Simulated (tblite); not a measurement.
# Geometry relaxation of C6H6AlBCl2 (part 2 of 2)

C6H6AlBCl2; GFN2-xTB geometry optimisation, gas phase (tblite 0.8.0). It belongs to a series of runs on one base structure; here: H on C replaced by BCl2.

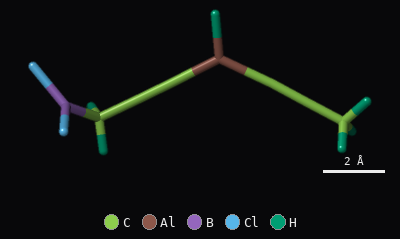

**Figure 1.** The geometry at step 91 of the log (stick view, seen at a tilt).

## Trajectory as extended XYZ, continued
```
16
Properties=species:S:1:pos:R:3:forces:R:3 step=66 energy=-741.22085
C     4.5824   -1.0579   -0.3027    0.0080   0.0000   0.0040
C     3.4221   -0.4361    0.2982    0.0160  -0.0040  -0.0190
C     2.4506    0.0885    0.8098   -0.0030  -0.0030  -0.0220
Al    0.8239    0.8978    1.4749   -0.0190   0.0040   0.0090
C    -0.9212    0.7427    0.6243    0.0190  -0.0110  -0.0110
C    -1.9565    0.5816    0.0070   -0.0180   0.0000  -0.0030
C    -3.2163    0.3967   -0.7068    0.0060   0.0020   0.0020
B    -4.3456    0.0630    0.3718    0.0000   0.0050  -0.0090
Cl   -5.2601    1.3164    1.1031   -0.0010   0.0120   0.0020
Cl   -4.6178   -1.5577    0.8723    0.0050  -0.0100   0.0040
H     4.4143   -2.1299   -0.4151    0.0100   0.0190   0.0030
H     4.7720   -0.6248   -1.2860   -0.0130  -0.0090   0.0180
H     5.4601   -0.9007    0.3250   -0.0060  -0.0080   0.0040
H     0.8913    1.7327    2.7704   -0.0040  -0.0020   0.0000
H    -3.4268    1.3128   -1.2648   -0.0080  -0.0030   0.0120
H    -3.0800   -0.4159   -1.4254    0.0090   0.0070   0.0080
16
Properties=species:S:1:pos:R:3:forces:R:3 step=74 energy=-741.22294
C     4.6354   -1.0542   -0.2752   -0.0080  -0.0140  -0.0150
C     3.4591   -0.4259    0.2863    0.0140  -0.0370   0.0160
C     2.4671    0.0912    0.7651    0.0020   0.0040  -0.0090
Al    0.8174    0.8606    1.4215   -0.0140   0.0100  -0.0070
C    -0.9165    0.6961    0.5491   -0.0020  -0.0010   0.0020
C    -1.9767    0.5668   -0.0327   -0.0200  -0.0010   0.0100
C    -3.2639    0.4222   -0.7060    0.0050   0.0000   0.0000
B    -4.3644    0.0749    0.3989    0.0170   0.0100   0.0080
Cl   -5.2954    1.3186    1.1267   -0.0070   0.0100   0.0010
Cl   -4.5853   -1.5420    0.9377    0.0120   0.0050  -0.0170
H     4.4685   -2.1269   -0.3794   -0.0040  -0.0050   0.0110
H     4.8426   -0.6376   -1.2615    0.0320   0.0150   0.0190
H     5.4992   -0.8956    0.3718   -0.0270   0.0270  -0.0210
H     0.8515    1.6708    2.7361   -0.0050  -0.0130  -0.0160
H    -3.4784    1.3585   -1.2278   -0.0120  -0.0050   0.0080
H    -3.1678   -0.3686   -1.4547    0.0170  -0.0050   0.0110
16
Properties=species:S:1:pos:R:3:forces:R:3 step=82 energy=-741.22420
C     4.6692   -1.0536   -0.2560    0.0030  -0.0010  -0.0120
C     3.4762   -0.4366    0.2802    0.0070   0.0050   0.0110
C     2.4748    0.0846    0.7342   -0.0180  -0.0060  -0.0010
Al    0.8089    0.8299    1.3776    0.0110  -0.0070  -0.0060
C    -0.9208    0.6587    0.5030    0.0050   0.0110   0.0060
C    -1.9956    0.5585   -0.0569   -0.0050   0.0180   0.0080
C    -3.2967    0.4421   -0.7055   -0.0050   0.0010  -0.0030
B    -4.3715    0.0886    0.4207   -0.0020  -0.0140   0.0020
Cl   -5.3144    1.3243    1.1468   -0.0070  -0.0030   0.0090
Cl   -4.5489   -1.5274    0.9786    0.0000   0.0130  -0.0050
H     4.5150   -2.1279   -0.3575    0.0160  -0.0170   0.0050
H     4.8951   -0.6368   -1.2372    0.0060   0.0100  -0.0220
H     5.5181   -0.8771    0.4045   -0.0080  -0.0010   0.0180
H     0.8205    1.6284    2.6973    0.0020   0.0030   0.0040
H    -3.5160    1.3889   -1.2045    0.0030   0.0090  -0.0080
H    -3.2214   -0.3356   -1.4693   -0.0070  -0.0200  -0.0040
16
Properties=species:S:1:pos:R:3:forces:R:3 step=91 energy=-741.22505
C     4.7044   -1.0524   -0.2388    0.0060   0.0010   0.0010
C     3.4907   -0.4521    0.2692   -0.0050  -0.0020   0.0020
C     2.4753    0.0623    0.6992   -0.0220  -0.0080   0.0080
Al    0.8034    0.8010    1.3367   -0.0070  -0.0010  -0.0100
C    -0.9275    0.6455    0.4604    0.0120   0.0130   0.0060
C    -2.0142    0.5641   -0.0789    0.0040   0.0010   0.0060
C    -3.3280    0.4625   -0.7038   -0.0080   0.0030   0.0060
B    -4.3817    0.1034    0.4400   -0.0090  -0.0300   0.0080
Cl   -5.3409    1.3209    1.1732   -0.0040   0.0160   0.0020
Cl   -4.5201   -1.5127    1.0106   -0.0010   0.0070  -0.0050
H     4.5777   -2.1304   -0.3388   -0.0140  -0.0080   0.0030
H     4.9456   -0.6344   -1.2163    0.0140   0.0060  -0.0040
H     5.5303   -0.8577    0.4451    0.0210   0.0080  -0.0010
H     0.8004    1.5885    2.6638    0.0170  -0.0040   0.0000
H    -3.5481    1.4135   -1.1939   -0.0110   0.0110  -0.0080
H    -3.2752   -0.3131   -1.4718    0.0050  -0.0120  -0.0140
16
Properties=species:S:1:pos:R:3:forces:R:3 step=99 energy=-741.22612
C     4.7181   -1.0498   -0.2320   -0.0050  -0.0040   0.0020
C     3.4887   -0.4625    0.2544   -0.0180   0.0130   0.0170
C     2.4574    0.0318    0.6710    0.0170  -0.0090  -0.0070
Al    0.8016    0.7947    1.3226    0.0100   0.0000  -0.0090
C    -0.9382    0.6805    0.4603   -0.0450  -0.0060  -0.0250
C    -2.0251    0.5835   -0.0773    0.0180   0.0010   0.0230
C    -3.3391    0.4658   -0.7009    0.0270  -0.0020  -0.0080
B    -4.3912    0.1049    0.4446    0.0070  -0.0450  -0.0070
Cl   -5.3505    1.3203    1.1804    0.0000   0.0010   0.0030
Cl   -4.5242   -1.5155    1.0086   -0.0080   0.0330  -0.0010
H     4.6021   -2.1296   -0.3290    0.0040  -0.0030   0.0010
H     4.9740   -0.6341   -1.2069   -0.0030   0.0070   0.0030
H     5.5304   -0.8430    0.4652    0.0050  -0.0010  -0.0040
H     0.8305    1.5676    2.6573    0.0120   0.0000   0.0050
H    -3.5664    1.4111   -1.1993   -0.0130  -0.0030  -0.0020
H    -3.2756   -0.3166   -1.4629   -0.0100   0.0180   0.0100
16
Properties=species:S:1:pos:R:3:forces:R:3 step=107 energy=-741.22653
C     4.7402   -1.0468   -0.2183    0.0000  -0.0010   0.0000
C     3.4994   -0.4714    0.2530    0.0030  -0.0040   0.0040
C     2.4552    0.0097    0.6517   -0.0030   0.0040  -0.0010
Al    0.7977    0.7755    1.2943    0.0040   0.0010  -0.0020
C    -0.9439    0.6759    0.4316   -0.0040  -0.0020   0.0010
C    -2.0382    0.5865   -0.0914   -0.0020   0.0030  -0.0030
C    -3.3592    0.4767   -0.7006    0.0010  -0.0030   0.0000
B    -4.3975    0.1083    0.4550   -0.0030  -0.0010   0.0000
Cl   -5.3618    1.3203    1.1925   -0.0020   0.0040   0.0020
Cl   -4.5123   -1.5062    1.0320   -0.0030  -0.0030   0.0000
H     4.6365   -2.1278   -0.3155    0.0030  -0.0030  -0.0020
H     5.0019   -0.6284   -1.1905    0.0000   0.0020  -0.0010
H     5.5433   -0.8312    0.4867    0.0020   0.0010   0.0010
H     0.8341    1.5413    2.6332    0.0010   0.0020   0.0020
H    -3.5948    1.4258   -1.1882    0.0030  -0.0040   0.0020
H    -3.3081   -0.2991   -1.4694    0.0000   0.0050  -0.0020
```

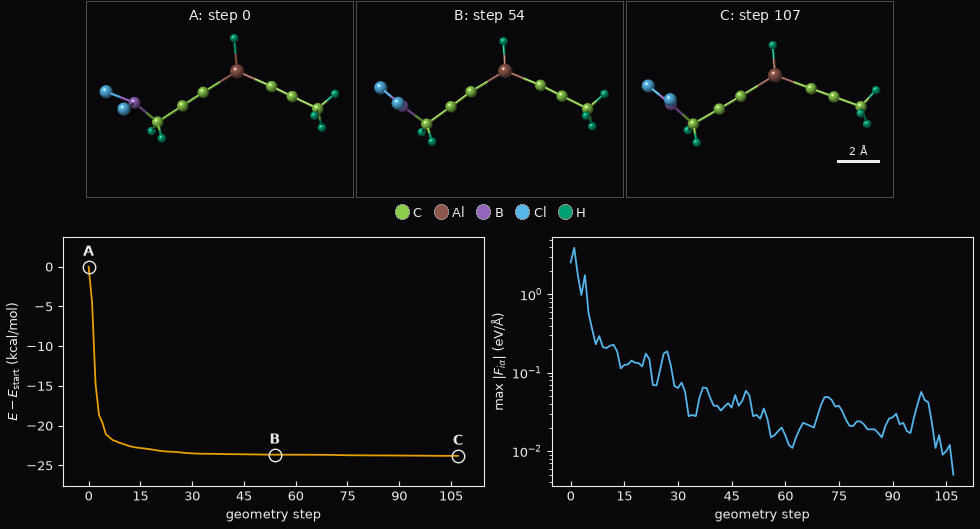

**Figure 2.** Frames of the relaxation (ball-and-stick view, seen at a tilt) above the curves, on which the letters mark them (steps are counted from 0).

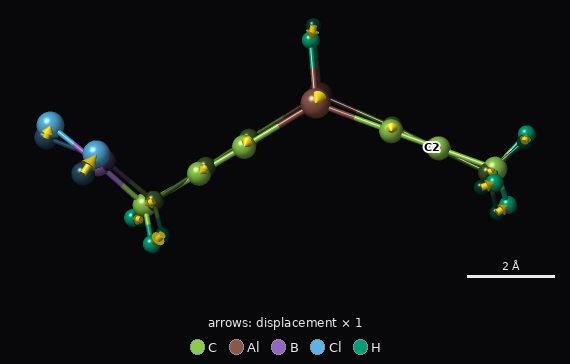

**Figure 3.** Start (faint) and end (solid) with the displacements as yellow arrows, at true length (ball-and-stick view, seen at a tilt). The two geometries are laid on each other by the best rigid fit. Cl10 moves most after the best rigid fit: 0.57 Å. Largest moves by element: Cl 0.57 Å, Al 0.52 Å, H 0.44 Å, C 0.30 Å, B 0.19 Å. Distances before and after: B8–Cl10 1.867 → 1.718 Å, B8–Cl9 1.845 → 1.715 Å, Al4–H14 1.620 → 1.543 Å, C3–Al4 1.970 → 1.936 Å. Among the angles that change: C3–Al4–C5 118.0° → 126.8°, B8–C7–H16 106.1° → 112.1°, H12–C1–H13 114.0° → 108.9°. After 107 geometry steps the energy has fallen by 23.8 kcal/mol. The largest force component goes from 2.6 to 0.005 eV/Å. (Atoms are counted from 1 in the order of the input.)

This output came from the following input.

## The input
```
{"job": {"kind": "relax", "xc": "GFN2-xTB", "basis": "xTB"}, "charge": 0, "multiplicity": 1}
C      4.573400    -1.083100    -0.298900
C      3.427500    -0.336000     0.250000
C      2.499500     0.267100     0.704000
Al     0.938200     1.254800     1.387100
C     -0.802200     0.899800     0.567000
C     -1.867600     0.672200     0.032600
C     -3.153300     0.372600    -0.600600
B     -4.230800     0.035400     0.521500
Cl    -5.485200     1.329200     0.915000
Cl    -4.867500    -1.716400     0.621800
H      4.324200    -2.166100    -0.403100
H      4.729900    -0.718700    -1.336600
H      5.467900    -1.009400     0.341800
H      0.922600     1.497700     2.989200
H     -3.424100     1.261500    -1.204600
H     -3.060200    -0.551700    -1.230100
```

The first line tells a small driver script what to run in tblite; the rest is the geometry in Å.

Launched with:
```bash
OMP_NUM_THREADS=1 python <driver script> task.json out
```

## Key numbers

```tsv
quantity	value
outcome	converged
total energy	−741.2265 eV
hardware	1 CPU thread, shared host
wall time	1 s
peak memory	0.18 GiB
```
